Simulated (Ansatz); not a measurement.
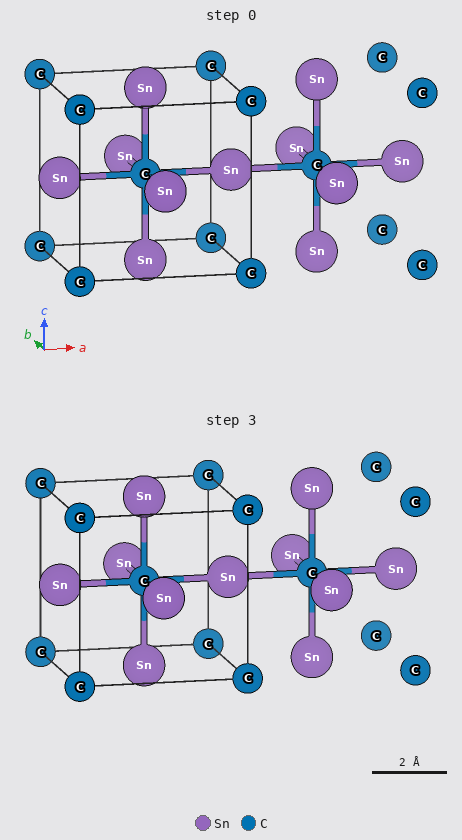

The structure of a crystal of Sn3C2 (a generated structure, set up in Pm-3m) (coarse preliminary run) before (top) and after (bottom) a relaxation, at one scale.

A ball-and-stick model of the cell of the calculation, repeated 2 × 1 × 1 with one cell outlined, seen slightly off an axis.

All numbers below come from DFT PBE, scalar-relativistic, plane waves, PAW in Ansatz. Set-up: plane-wave cutoff 420 eV; k-point mesh 4 × 4 × 4; occupations gaussian; smearing width 0.1 eV; no spin polarisation; cell and atoms relaxed; force threshold 0.04 eV/Å; at most 70 steps.

What changed between the two?

Answer. The atoms keep their places relative to the cell (all moves are under 0.005 Å). The volume changes by −5.8 %, with a = b = c 4.812 → 4.717 Å (−2.0 %). Near-neighbour distances that change, for instance: C–Sn 2.406 → 2.358 Å. The space group stays Pm-3m (No. 221). Over 2 accepted moves (3 points after the start) the energy falls by 16.4 meV per atom. All forces vanish by symmetry, so only the cell relaxes. Pressure: −3.54 GPa at the start and −0.33 GPa at the end. The SCF was repeated once at an unchanged geometry on a basis and grid sized afresh for the cell, which shifted the energy by 0.8 meV per atom at most. Cost: 17 s on 1 thread of AMD EPYC (Zen 3), with other jobs on the host, peak memory 0.4 GiB.
